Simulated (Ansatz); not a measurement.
Response to strain in Mg2OsH6

The reference is Mg2OsH6 (space group Fm-3m, No. 225; a = 6.646 Å; a cell from a computed database, its experimental status unchecked). Axes: x, y, z lie along the cube axes.

Strains are applied to the cell and any free atomic positions relax.

Level of theory: r2SCAN/PAW in Ansatz (an electronic-structure program), spin-orbit coupling left out, earlier PAW set.

Notes on the quantities. energy relative to the base: free energy F.

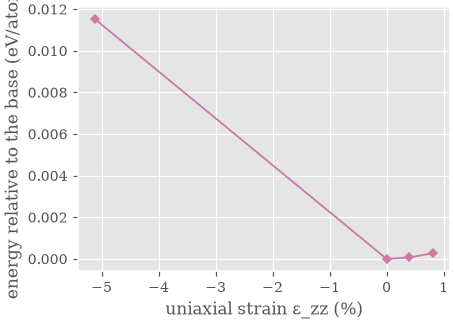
Fig. 1. Energy relative to the base against uniaxial strain ε_zz

### Question
From the plot, what is the energy relative to the base for uniaxial strain ε_zz = +0.82 %?

### Answer
About 0.0003 eV/atom.

### Question
Is the trend monotonic over the range shown?

### Answer
Yes, it falls throughout, spanning 0 meV/atom to +12 meV/atom.

Whether these cells are dynamically stable was not tested.
